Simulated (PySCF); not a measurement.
CH$_{6}$BNS, SMILES `CSBN`.

Computed with PySCF, HF/6-311+G**, geometry: GFN2-xTB. No frequency check shows the geometry to be a minimum. GFN2-xTB bond lengths at metals and heavier atoms can be off by up to 0.1 Å and shapes distorted, which carries into these values.

Coordinates in Å:

```
C1      -1.9220   -0.4951    0.0001
S2      -0.4780    0.6227    0.0000
B3       0.8839   -0.5568   -0.0003
N4       2.1862   -0.0878    0.0000
H5      -2.8086    0.1300   -0.0010
H6      -1.9020   -1.1128    0.8920
H7      -1.9014   -1.1142   -0.8916
H8       0.6569   -1.7042    0.0003
H9       2.4171    0.8916   -0.0003
H10      2.9953   -0.6836    0.0005
```

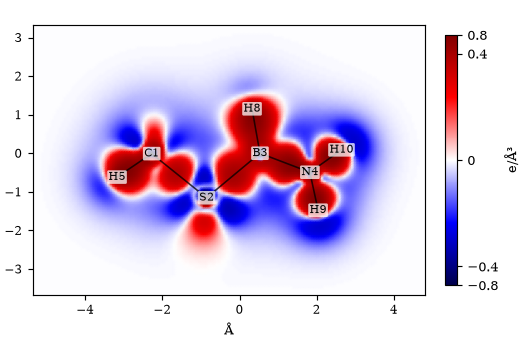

Deformation density (molecule less spherical, spin-averaged free atoms) in a plane through 8 of the atoms; colour scale in e/Å³, logarithmic beyond ±0.1; red: gain, blue: loss.

**Describe the bonding that the map shows.**

N4–H10: +0.77 e/Å³ at the bond critical point (bond length 1.00 Å). N4–H9: +0.77 e/Å³ at the bond critical point (bond length 1.01 Å). C1–H5: +0.73 e/Å³ at the bond critical point (bond length 1.08 Å). B3–H8: +0.49 e/Å³ at the bond critical point (bond length 1.17 Å). B3–N4: +0.45 e/Å³ at the bond critical point (bond length 1.38 Å). C1–S2: +0.33 e/Å³ at the bond critical point (bond length 1.83 Å). S2–B3: +0.30 e/Å³ at the bond critical point (bond length 1.80 Å). In all, 2.5 electrons gather in the regions of gain relative to the promolecule.

**Where do the Hirshfeld charges lie?**

The highest Hirshfeld charge is on B3 (+0.17 e), the lowest on N4 (−0.31 e).

Run time: 1.9 s on 1 thread of Arm Neoverse V2, with other jobs on the host, peak memory 0.4 GiB.
